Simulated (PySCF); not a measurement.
C$_{7}$H$_{10}$P, charge −1, SMILES `CCc1c[p-]c(C)c1`.

Method: BLYP/6-31+G*; geometry: GFN2-xTB; program: PySCF. No frequency check shows the geometry to be a minimum. For an anion such functionals hold the outermost electrons too loosely, so the response is rough. The basis has diffuse s and p functions alone, which still leaves polarisabilities too small, most of all across bonds. GFN2-xTB bond lengths at metals and heavier atoms can be off by up to 0.1 Å and shapes distorted, which carries into these values.

Geometry (Å), atoms numbered from 1:

```
C1       3.0416   -0.5035    0.7081
C2       2.3113   -0.1325   -0.5857
C3       0.8454    0.0908   -0.3445
C4       0.2773    1.3280   -0.1211
P5      -1.4412    1.2541    0.1692
C6      -1.3829   -0.4928   -0.0111
C7      -2.5789   -1.3935    0.1037
C8      -0.1040   -0.9393   -0.2774
H9       2.6139   -1.4116    1.1290
H10      4.1082   -0.6665    0.5342
H11      2.9245    0.2943    1.4391
H12      2.7620    0.7766   -0.9995
H13      2.4518   -0.9389   -1.3157
H14      0.8245    2.2627   -0.1284
H15     -2.4464   -2.1252    0.9080
H16     -2.7444   -1.9503   -0.8250
H17     -3.4741   -0.8104    0.3165
H18      0.1394   -1.9867   -0.4274
```

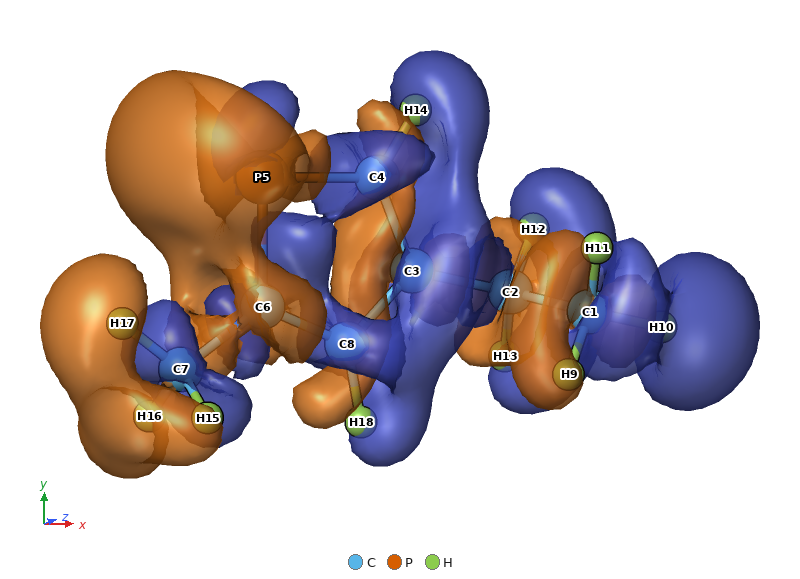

Change of the electron density in a uniform field of 0.15 V/Å, surfaces at ±0.0008 e/Å³ (orange: gain, blue: loss).

The field was applied in both directions; the picture shows the one opposite to the script's first.

Q: Along which Cartesian direction does the field point?

A: Along +x: electrons gather on the −x side, against the field.

Q: What dipole is induced, and what polarisability does it imply?

A: The induced dipole is 1.40 D (along the field); α along this axis, from the fields in both directions, is 194 bohr³ (28.8 Å³). The response isn't linear: the two directions induce 1.57 and 1.40 D.
